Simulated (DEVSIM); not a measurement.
Device: Schottky contact on n-type GaAs, at 300 K.

```tsv
layer (left to right)	material	thickness (μm)	Nd (cm⁻³)	τn (s)	τp (s)
1	GaAs	5.90	1.5e17	3e-10	3e-10
```

Left contact: Schottky, work function 5.02 eV, emission velocity 8e6 cm/s. Right contact: ohmic. Voltage is applied to the left contact. Recombination: SRH at mid-gap, Auger. Mobility is constant in doping.

Constants are typed, rounded textbook-type inputs, not results; the design itself was drawn at random and stands for no fabricated device. Values at 300 K.

```
parameter        GaAs
-------------  ------
gap (eV)        1.424
affinity (eV)    4.07
permittivity     12.9
Nc (cm⁻³)      4.7e17
Nv (cm⁻³)        9e18
μn (cm²/Vs)      8500
μp (cm²/Vs)       400
Cn (cm⁶/s)      1e-30
Cp (cm⁶/s)      1e-30
```

DEVSIM, 1D drift-diffusion, Boltzmann statistics, complete ionisation; no tunnelling, impact ionisation, image-force lowering or self-heating. Metal contacts follow the ideal Schottky-Mott rule: no Fermi-level pinning, no interface dipoles.

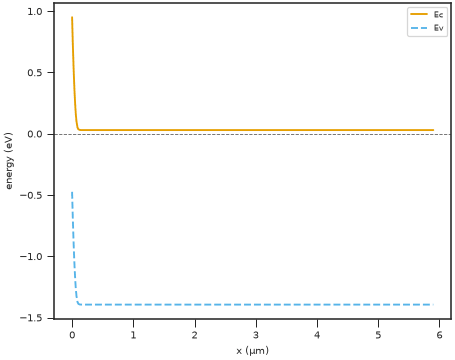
Fig. 1. Band edges at zero bias

Energies count from the Fermi level of the right contact; mesh points crowd at the junctions.

| x (μm) | Ec (eV) | Ev (eV) | n (cm⁻³) | p (cm⁻³) | field (V/cm) |
|---|---|---|---|---|---|
| 0.000 | 0.950 | -0.474 | < 1e2 | 9.8e10 | -190000 |
| 0.01208 | 0.731 | -0.693 | 250000 | 2.0e7 | -170000 |
| 0.03243 | 0.431 | -0.993 | 2.7e10 | 190 | -130000 |
| 0.06070 | 0.160 | -1.264 | 9.8e14 | < 1e2 | -66000 |
| 0.1254 | 0.030 | -1.394 | 1.5e17 | < 1e2 | -800 |
| 0.2001 | 0.030 | -1.395 | 1.5e17 | < 1e2 | ≈ 0 |
| 0.3260 | 0.030 | -1.395 | 1.5e17 | < 1e2 | ≈ 0 |
| 0.5685 | 0.030 | -1.395 | 1.5e17 | < 1e2 | ≈ 0 |
| 0.9010 | 0.030 | -1.395 | 1.5e17 | < 1e2 | ≈ 0 |
| 1.363 | 0.030 | -1.395 | 1.5e17 | < 1e2 | ≈ 0 |
| 2.055 | 0.030 | -1.395 | 1.5e17 | < 1e2 | ≈ 0 |
| 3.495 | 0.030 | -1.395 | 1.5e17 | < 1e2 | ≈ 0 |
| 4.368 | 0.030 | -1.395 | 1.5e17 | < 1e2 | ≈ 0 |
| 4.886 | 0.030 | -1.395 | 1.5e17 | < 1e2 | ≈ 0 |
| 5.335 | 0.030 | -1.395 | 1.5e17 | < 1e2 | ≈ 0 |
| 5.531 | 0.030 | -1.395 | 1.5e17 | < 1e2 | ≈ 0 |
| 5.662 | 0.030 | -1.395 | 1.5e17 | < 1e2 | ≈ 0 |
| 5.756 | 0.030 | -1.395 | 1.5e17 | < 1e2 | ≈ 0 |
| 5.829 | 0.030 | -1.395 | 1.5e17 | < 1e2 | ≈ 0 |
| 5.861 | 0.030 | -1.395 | 1.5e17 | < 1e2 | ≈ 0 |
| 5.882 | 0.030 | -1.395 | 1.5e17 | < 1e2 | ≈ 0 |
| 5.900 | 0.030 | -1.395 | 1.5e17 | < 1e2 | ≈ 0 |
